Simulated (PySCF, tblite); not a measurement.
# C₅H₁₂Cl₂Si: geometry, infrared bands and NMR shifts

Aim: predict the infrared bands and NMR shifts of C₅H₁₂Cl₂Si (`CCCC[SiH2]C(Cl)Cl`).

Programs: tblite 0.8.0 and PySCF 2.14.0, with density-fitted response routines of our own. Each step states its level of theory. These are calculated values for one molecule in the gas phase, unless marked as measured. Atoms are numbered from 0 throughout.

## Step 1: The starting structure

20 atoms, charge 0, multiplicity 1; geometry from: force field or distance geometry start.

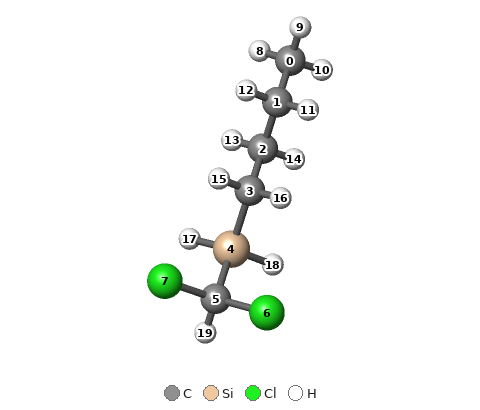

As it starts; carbon grey, silicon light orange, chlorine green, hydrogen white, atoms numbered; sticks join atoms by distance.

## Step 2: Relaxing the molecule with GFN2-xTB

Job settings and geometry (Å):

```
{"job": {"kind": "relax", "xc": "GFN2-xTB", "basis": "xTB"}, "charge": 0, "multiplicity": 1}
C     -3.341600     0.018200    -0.144900
C     -2.017400     0.347500     0.493300
C     -0.834700    -0.169200    -0.339200
C      0.500600     0.169600     0.306600
Si     2.014200    -0.419100    -0.631000
C      3.603100    -0.002600     0.186600
Cl     3.762100     1.763800     0.361400
Cl     3.691100    -0.773900     1.791100
H     -3.473000    -1.062700    -0.262700
H     -4.175100     0.392300     0.481400
H     -3.434400     0.486700    -1.132200
H     -1.934100     1.424600     0.639500
H     -1.981800    -0.110500     1.509800
H     -0.934900    -1.251100    -0.483300
H     -0.896100     0.295700    -1.339300
H      0.528500    -0.287000     1.326500
H      0.578500     1.250100     0.458200
H      1.901600    -1.893400    -0.846500
H      1.964600     0.180800    -1.997000
H      4.473800    -0.349200    -0.381400
```

On the command line:

```
> OMP_NUM_THREADS=1 python probes_run.py task.json out
```

This one command runs all jobs of the session in turn.

The program printed:

```text
step      E/eV     max force
  0    -752.17034    2.894
  1    -752.31016    0.990
  2    -752.33085    0.364
  3    -752.34257    0.331
  4    -752.35083    0.237
  5    -752.35593    0.188
  6    -752.35826    0.097
  7    -752.35941    0.073
  8    -752.36015    0.073
  9    -752.36095    0.069
 10    -752.36177    0.071
 11    -752.36260    0.069
 12    -752.36323    0.064
 13    -752.36359    0.045
 14    -752.36382    0.033
 15    -752.36400    0.038
 16    -752.36413    0.044
 17    -752.36423    0.031
 18    -752.36432    0.024
 19    -752.36444    0.028
 20    -752.36459    0.037
 21    -752.36476    0.034
 22    -752.36489    0.021
 23    -752.36498    0.022
 24    -752.36505    0.019
 25    -752.36510    0.019
 26    -752.36516    0.019
 27    -752.36522    0.023
 28    -752.36528    0.019
 29    -752.36533    0.019
 30    -752.36538    0.016
 31    -752.36543    0.020
 32    -752.36548    0.023
 33    -752.36555    0.029
 34    -752.36564    0.028
 35    -752.36572    0.018
 36    -752.36578    0.016
 37    -752.36582    0.013
 38    -752.36586    0.015
 39    -752.36592    0.018
 40    -752.36598    0.021
 41    -752.36603    0.016
 42    -752.36607    0.012
 43    -752.36610    0.016
 44    -752.36613    0.016
 45    -752.36616    0.011
 46    -752.36618    0.010
 47    -752.36620    0.010
 48    -752.36622    0.013
 49    -752.36624    0.014
 50    -752.36627    0.010
 51    -752.36629    0.011
 52    -752.36631    0.009
```

Run time: 0.48 s. Hardware: 1 thread of Arm Neoverse V1, shared host; peak memory 0.18 GiB.

Along the way: (not every step is listed)

| step | energy from step 0 (eV) | largest force (eV/Å) |
| --- | --- | --- |
| 0 | 0.0000 | 2.8939 |
| 1 | -0.1398 | 0.9900 |
| 2 | -0.1605 | 0.3636 |
| 3 | -0.1722 | 0.3306 |
| 4 | -0.1805 | 0.2366 |
| 5 | -0.1856 | 0.1881 |
| 6 | -0.1879 | 0.0971 |
| 7 | -0.1891 | 0.0725 |
| 8 | -0.1898 | 0.0731 |
| 11 | -0.1923 | 0.0694 |
| 14 | -0.1935 | 0.0333 |
| 17 | -0.1939 | 0.0309 |
| 20 | -0.1943 | 0.0368 |
| 23 | -0.1946 | 0.0224 |
| 26 | -0.1948 | 0.0191 |
| 29 | -0.1950 | 0.0189 |
| 32 | -0.1951 | 0.0233 |
| 35 | -0.1954 | 0.0176 |
| 38 | -0.1955 | 0.0148 |
| 41 | -0.1957 | 0.0163 |
| 44 | -0.1958 | 0.0158 |
| 47 | -0.1959 | 0.0105 |
| 48 | -0.1959 | 0.0131 |
| 49 | -0.1959 | 0.0144 |
| 50 | -0.1959 | 0.0100 |
| 51 | -0.1960 | 0.0109 |
| 52 | -0.1960 | 0.0091 |

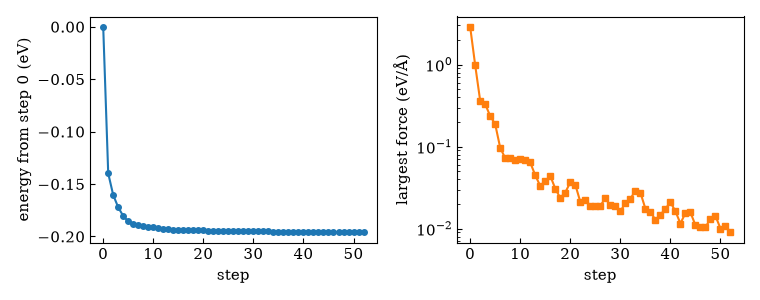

Energy and force, step by step.

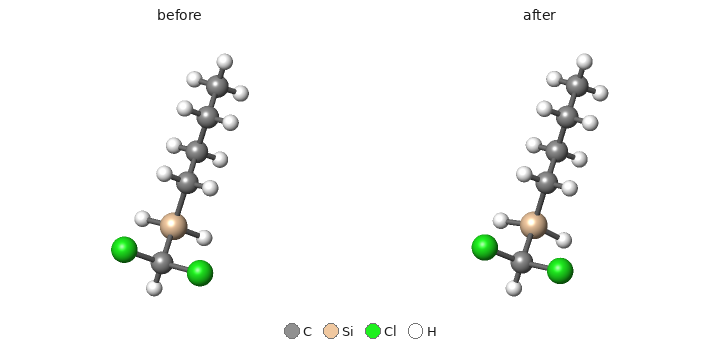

Before and after, at one scale.

Close pairs (by a distance rule), those that changed most:

| bond | before (Å) | after (Å) | change (Å) |
| --- | --- | --- | --- |
| Si4–C5 | 1.835 | 1.928 | +0.093 |
| Si4–H17 | 1.494 | 1.465 | -0.030 |
| Si4–H18 | 1.493 | 1.465 | -0.028 |
| C3–H15 | 1.118 | 1.093 | -0.025 |
| C1–H12 | 1.115 | 1.092 | -0.023 |
| C0–H9 | 1.108 | 1.087 | -0.020 |
| C3–Si4 | 1.875 | 1.893 | +0.018 |
| C0–C1 | 1.506 | 1.524 | +0.017 |

The end geometry stands in the next job.

## Step 3: Vibrational analysis with GFN2-xTB

Job settings and geometry (Å):

```
{"job": {"kind": "ir", "xc": "GFN2-xTB", "basis": "xTB"}, "charge": 0, "multiplicity": 1}
C     -3.356849     0.029556    -0.125799
C     -2.011130     0.348247     0.513827
C     -0.846492    -0.160246    -0.333204
C      0.506448     0.155200     0.302370
Si     1.961105    -0.470001    -0.735055
C      3.585896     0.000203     0.190075
Cl     3.682892     1.762887     0.369083
Cl     3.606401    -0.766308     1.790270
H     -3.476604    -1.045006    -0.245618
H     -4.172916     0.398904     0.490497
H     -3.431130     0.493535    -1.106871
H     -1.917364     1.428719     0.643774
H     -1.962134    -0.109031     1.504563
H     -0.943144    -1.239468    -0.466819
H     -0.897118     0.293669    -1.324839
H      0.542444    -0.289557     1.299888
H      0.588412     1.235597     0.444133
H      1.987054    -1.929341    -0.857404
H      2.050124     0.183200    -2.043099
H      4.498956    -0.310079    -0.312807
```

The program printed:

```text
mode    cm-1     km/mol
  1      30.6      0.12
  2      35.0      0.07
  3      58.8      1.39
  4      88.5      0.02
  5     116.7      0.21
  6     134.8      1.11
  7     142.1      0.00
  8     231.7      0.03
  9     234.1      9.26
 10     289.6      0.42
 11     317.1      4.47
 12     407.8      3.11
 13     458.0     39.36
 14     559.8      0.01
 15     566.5      3.09
 16     688.2     30.33
 17     720.3    229.73
 18     730.4     43.29
 19     755.0    265.64
 20     773.6     21.73
 21     790.6      0.01
 22     807.7     50.10
 23     902.3     14.52
 24     936.7      4.70
 25    1024.6      7.23
 26    1072.1      3.53
 27    1100.7      9.84
 28    1113.5     16.90
 29    1123.9      7.32
 30    1174.8     53.63
 31    1210.7      1.81
 32    1230.2     22.35
 33    1264.8      0.04
 34    1288.1      1.01
 35    1316.6     13.61
 36    1369.7      2.08
 37    1416.1      1.37
 38    1458.9      1.20
 39    1496.8      0.12
 40    1501.5      0.35
 41    1503.9      3.34
 42    1506.8      1.37
 43    2258.6    358.65
 44    2267.6    131.44
 45    2956.0      5.88
 46    2964.2      0.15
 47    2968.0      3.44
 48    2969.9     26.63
 49    2977.5     98.83
 50    2981.3      6.19
 51    2989.3     64.35
 52    3032.1     55.30
 53    3034.8     49.52
 54    3040.9     34.08
```

Wall time 1 s (1 thread of Arm Neoverse V1, shared host); peak memory 0.18 GiB.

The strongest bands and the atoms that carry them (share of the mass-weighted mode):

| cm⁻¹ | km/mol | atoms |
| --- | --- | --- |
| 720 | 229.7 | H18 39 %, H17 39 % |
| 755 | 265.6 | H18 41 %, H17 40 %, Si4 11 % |
| 1175 | 53.6 | H19 94 % |
| 2259 | 358.6 | H18 53 %, H17 43 % |
| 2268 | 131.4 | H17 54 %, H18 44 % |
| 2978 | 98.8 | H14 27 %, H13 24 %, H11 17 %, H12 15 % |
| 2989 | 64.3 | H13 36 %, H14 35 %, H11 11 %, H12 11 % |
| 3032 | 55.3 | H8 48 %, H10 41 % |

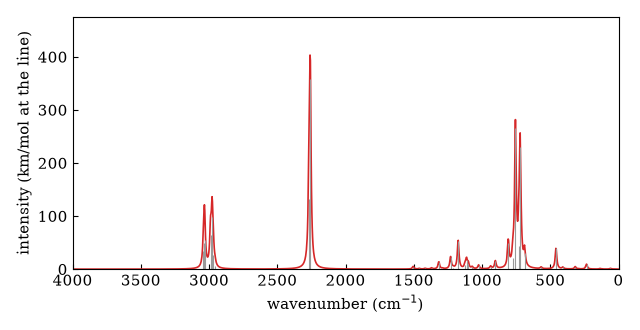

The infrared spectrum from these modes, unscaled. Lines are broadened to a width of 14 cm⁻¹ (Lorentzian).

## Step 4: NMR shieldings: PBE0/pcSseg-1

Settings changed since step 3:

```diff
@@ -1,2 +1,2 @@
-{"job": {"kind": "ir", "xc": "GFN2-xTB", "basis": "xTB"}, "charge": 0, "multiplicity": 1}
+{"job": {"kind": "nmr", "xc": "PBE0", "basis": "pcSseg-1"}, "charge": 0, "multiplicity": 1}
 C     -3.356849     0.029556    -0.125799
```

Method: GIAO PBE0/pcSseg-1 NMR shielding, non-relativistic, gas phase.

The program printed:

```text
coarse grid: 17744 points
cycle   1  E = -1406.7964325629  dE =  5.737e-01  |g| = 4.868e-01  |ddm| = 3.880e+00
cycle   2  E = -1406.7521268847  dE =  4.431e-02  |g| = 6.530e-01  |ddm| = 1.029e+00
cycle   3  E = -1406.8597367195  dE = -1.076e-01  |g| = 7.898e-02  |ddm| = 6.193e-01
cycle   4  E = -1406.8609893127  dE = -1.253e-03  |g| = 3.685e-02  |ddm| = 9.250e-02
cycle   5  E = -1406.8613240613  dE = -3.347e-04  |g| = 5.697e-03  |ddm| = 3.287e-02
cycle   6  E = -1406.8613313767  dE = -7.315e-06  |g| = 1.892e-03  |ddm| = 8.143e-03
final grid: 155928 points
cycle   7  E = -1406.9086745138  dE = -4.952e-05  |g| = 1.029e-02  |ddm| = 2.835e-02
cycle   8  E = -1406.9086615058  dE =  1.301e-05  |g| = 1.231e-02  |ddm| = 1.964e-02
cycle   9  E = -1406.9087008701  dE = -3.936e-05  |g| = 1.037e-03  |ddm| = 1.103e-02
cycle  10  E = -1406.9087010397  dE = -1.696e-07  |g| = 4.156e-04  |ddm| = 1.186e-03
cycle  11  E = -1406.9087010826  dE = -4.289e-08  |g| = 7.119e-05  |ddm| = 3.949e-04
cycle  12  E = -1406.9087010837  dE = -1.122e-09  |g| = 2.727e-05  |ddm| = 8.536e-05
cycle  13  E = -1406.9087010839  dE = -1.814e-10  |g| = 4.393e-06  |ddm| = 2.378e-05
converged SCF energy = -1406.9087010839

GIAO shielding tensors (ppm)
atom      isotropic    diamagn.    paramagn.     s11        s22        s33       span
  0 C      169.801     244.046     -74.245    157.958    163.458    187.986     30.028
  1 C      154.392     246.223     -91.831    138.849    151.175    173.152     34.303
  2 C      157.022     250.060     -93.038    143.459    152.295    175.311     31.852
  3 C      176.533     252.205     -75.672    162.166    171.366    196.066     33.900
  4 Si     377.159     878.246    -501.087    347.453    378.211    405.813     58.360
  5 C      115.281     252.838    -137.557     73.301    132.807    139.735     66.434
  6 Cl     737.910    1145.838    -407.928    438.613    747.472   1027.645    589.031
  7 Cl     737.904    1145.841    -407.937    438.710    747.378   1027.624    588.914
  8 H       30.752      28.197       2.555     26.483     29.118     36.655     10.172
  9 H       30.417      26.060       4.358     25.633     27.564     38.056     12.423
 10 H       30.753      28.197       2.556     26.483     29.120     36.655     10.173
 11 H       30.274      31.178      -0.904     25.301     30.933     34.588      9.287
 12 H       30.276      31.180      -0.904     25.302     30.937     34.588      9.286
 13 H       30.559      33.492      -2.932     25.017     31.802     34.859      9.841
 14 H       30.558      33.487      -2.930     25.018     31.796     34.859      9.841
 15 H       30.431      31.435      -1.005     24.241     31.552     35.499     11.258
 16 H       30.431      31.436      -1.005     24.245     31.549     35.499     11.253
 17 H       27.453      28.808      -1.355     23.622     26.177     32.561      8.939
 18 H       27.452      28.804      -1.352     23.620     26.177     32.559      8.939
 19 H       26.006      28.555      -2.549     20.821     25.924     31.272     10.451
```

It took 50 s on 1 thread of Arm Neoverse V1, shared host; peak memory 0.97 GiB.

The references, computed at this level on geometries of the same kind, shield at (ppm): ¹H TMS 31.72, ¹³C TMS 186.9, ²⁹Si TMS 349.2, ³⁵Cl HCl 950. Their shielding less the atom's gives the shift. The references are single molecules in the gas phase. Atoms listed in one row are averaged.

| atoms | environment | σ (ppm) | δ (ppm) | δ scaled to CDCl3 |
| --- | --- | --- | --- | --- |
| C5 | sp3 CH bonded to 2 Cl and Si | 115.3 | 71.6 | 68.0 |
| C1 | sp3 CH2 | 154.4 | 32.5 | 29.8 |
| C2 | sp3 CH2 | 157.0 | 29.9 | 27.3 |
| C0 | methyl carbon | 169.8 | 17.1 | 14.8 |
| C3 | sp3 CH2 bonded to Si | 176.5 | 10.4 | 8.2 |
| H19 | hydrogen on an sp3 CH bonded to 2 Cl and Si | 26.01 | 5.71 | 5.49 |
| H17, H18 | hydrogen on a silicon bonded to 2 C | 27.45 | 4.26 | – |
| H11, H12 | hydrogen on an sp3 CH2 | 30.27 | 1.44 | 1.46 |
| H15, H16 | hydrogen on an sp3 CH2 bonded to Si | 30.43 | 1.29 | 1.32 |
| H13, H14 | hydrogen on an sp3 CH2 | 30.56 | 1.16 | 1.20 |
| H8, H9, H10 | hydrogen on a methyl carbon | 30.64 | 1.08 | 1.12 |
| Si4 | silicon bonded to 2 C, 2 H | 377.2 | -28.0 | – |
| Cl6, Cl7 | chlorine bonded to C | 738 | 212 | – |

The scaled column applies a straight-line fit of computed shieldings to shifts measured in CDCl3, with any fitted terms for Cl, Br or S neighbours (root-mean-square error 0.16 ppm for H, 1.9 ppm for C).

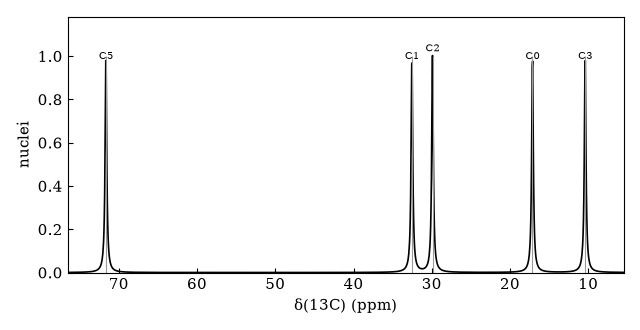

¹³C lines at the computed shifts, without couplings. Lines are broadened to a width of 0.25 ppm (Lorentzian).

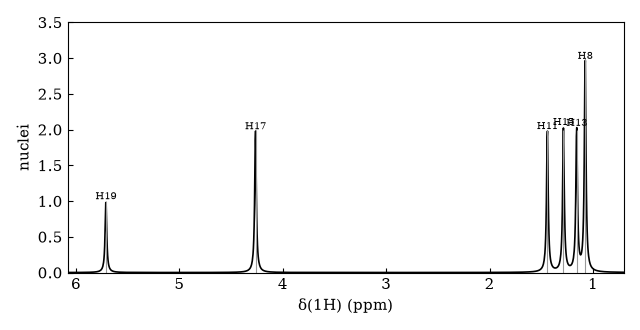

¹H lines at the computed shifts, without couplings. Lines are broadened to a width of 0.02 ppm (Lorentzian).

Charges from the same density, by scheme (e):

| atoms | Mulliken | IAO | Hirshfeld | ESP fit |
| --- | --- | --- | --- | --- |
| C0 | -0.26 | -0.42 | -0.12 | -0.37 |
| C1 | -0.27 | -0.24 | -0.06 | 0.22 |
| C2 | -0.27 | -0.24 | -0.07 | 0.06 |
| C3 | -0.52 | -0.53 | -0.16 | -0.30 |
| Si4 | 0.74 | 0.77 | 0.33 | 0.46 |
| C5 | -0.46 | -0.37 | -0.06 | -0.53 |
| Cl6, Cl7 | -0.08 | -0.07 | -0.05 | -0.03 |

IAO charges:

C0 -0.42; C1 -0.24; C2 -0.24; C3 -0.53; Si4 0.77; C5 -0.37; Cl6 -0.07; Cl7 -0.07; H8 0.14; H9 0.14; H10 0.14; H11 0.13; H12 0.13; H13 0.13; H14 0.13; H15 0.15; H16 0.15; H17 -0.12; H18 -0.12; H19 0.19

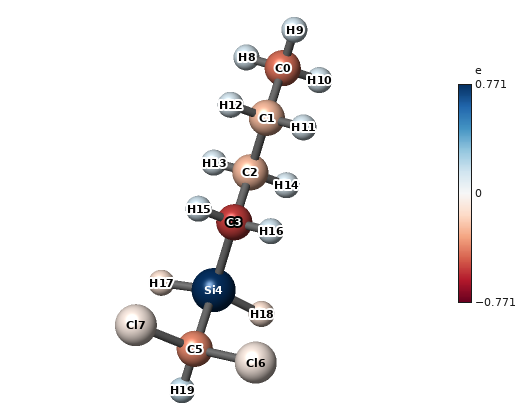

IAO charges, as colours on the atoms.

Mayer bond orders: C0–C1 1.07, C1–C2 1.03, C2–C3 1.04, C3–Si4 0.94, Si4–C5 0.75, C5–Cl6 0.98, C5–Cl7 0.98.

## Step 5: Outcome

```
                                                                quantity                                   value
                               strongest single infrared mode (GFN2-xTB)                   2259 cm⁻¹, 359 km/mol
                                            zero-point energy (GFN2-xTB)                           97.8 kcal/mol
                                  ¹³C shifts against TMS (PBE0/pcSseg-1)        71.6, 32.5, 29.9, 17.1, 10.4 ppm
  ¹H shifts against TMS (PBE0/pcSseg-1, means over atoms taken as alike)  5.71, 4.26, 1.44, 1.29, 1.16, 1.08 ppm
                                 ²⁹Si shifts against TMS (PBE0/pcSseg-1)                               -28.0 ppm
³⁵Cl shifts against HCl (PBE0/pcSseg-1, means over atoms taken as alike)                                 212 ppm
```

Relaxing lowered the energy by 0.196 eV in 52 steps; the close pair that moved most is Si4–C5, from 1.835 to 1.928 Å. No mode is imaginary among the 54: a minimum at this level. The strongest single mode, at 2259 cm⁻¹, moves mainly H18 and H17. GFN2-xTB is a fitted tight-binding method: band positions and strengths are rough. Its intensities can rank the bands wrongly. C5 stands next to heavy halogen, whose spin-orbit shielding this run leaves out, so the computed shift lies too far downfield, most of all for carbon beside Br or I. H19 (hydrogen on an sp3 CH bonded to 2 Cl and Si) lies farthest downfield among hydrogen, at 5.71 ppm; its carbon carries Cl, an electronegative neighbour. At PBE0/pcSseg-1: Shielding is most anisotropic at Cl6, Cl7 (span 589 ppm, paramagnetic term -408 ppm).
